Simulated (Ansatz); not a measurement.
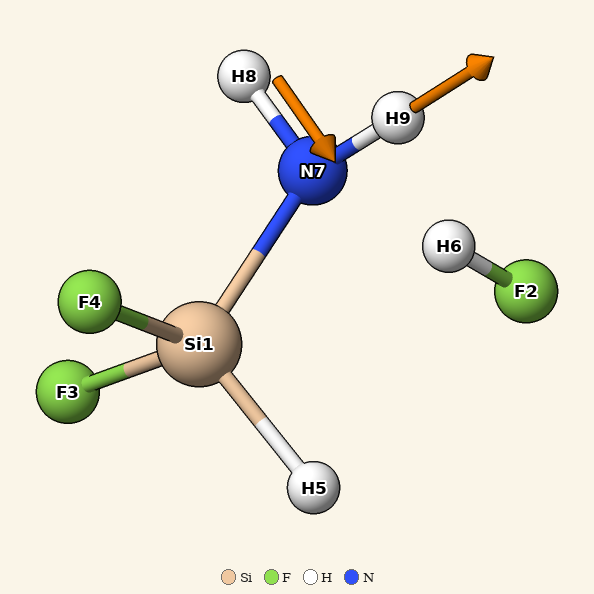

The arrows show one normal mode. Harmonic vibrations computed with RKS PBE0-D4/def2-TZVP (Ansatz 0.2.0) at a stationary point of the same level.

**Describe the motion.**

Mostly out-of-phase stretching of 2 N–H bonds.

**At what wavenumber does it lie?**

3636 cm⁻¹; it is mode 21 of 21 counted from the lowest.
